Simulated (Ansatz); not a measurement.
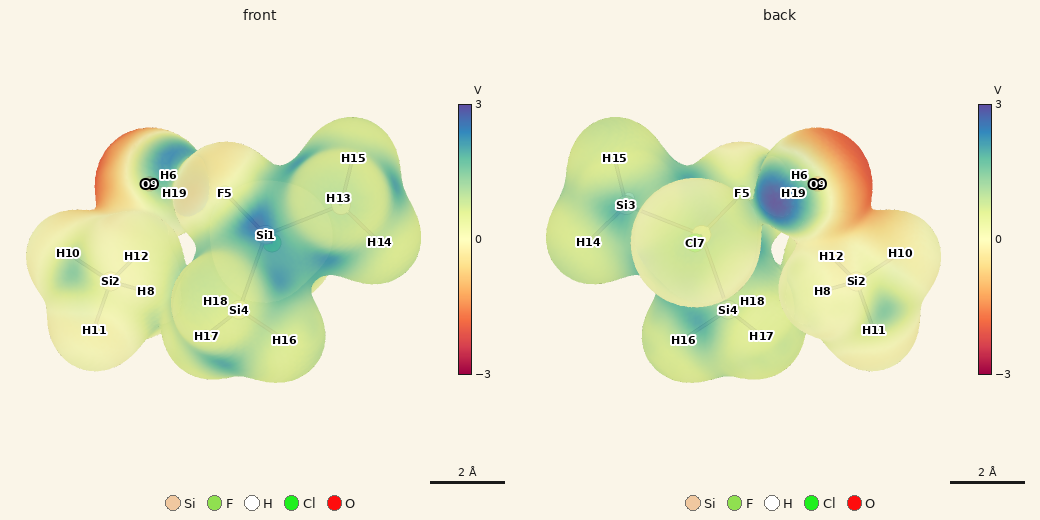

*ClFH6Si3···SiH4···H2O. The electrostatic potential painted on the density surface at 0.004 e/bohr³, seen from the front and from behind; red is negative and blue positive.*

The product side of a reaction path; geometry: PBE0-D4/def2-TZVP.

Level of theory: RKS PBE0-D4/def2-TZVPP in Ansatz.

```xyz
19

Si   -0.9773   -0.4951    0.7804
Si    2.4270    1.1106   -1.7178
Si   -2.9458   -1.0854    1.9101
Si   -0.6829   -1.4520   -1.3435
F    -0.9173    1.1143    0.6876
H     0.8806    2.2665    0.9550
Cl    0.6117   -1.0546    1.9757
H     2.8766    0.1478   -0.6829
O     1.8400    2.3067    1.0099
H     3.1815    2.3817   -1.6473
H     2.6639    0.4848   -3.0503
H     0.9649    1.3486   -1.6002
H    -4.1264   -0.6919    1.0968
H    -2.9422   -2.5596    2.0953
H    -2.9887   -0.4054    3.2299
H    -1.2580   -2.8221   -1.2657
H     0.7534   -1.5360   -1.7022
H    -1.4352   -0.6619   -2.3516
H     2.0740    1.6030    1.6204
```

Q: Describe the electrostatic potential map.

A: The most negative region (about −1.9 V, or −44 kcal/mol for a unit charge) lies over O9, the most positive (about +2.6 V, or +60 kcal/mol for a unit charge) over Si1 and H19. O9 is the likeliest acceptor of a hydrogen bond.
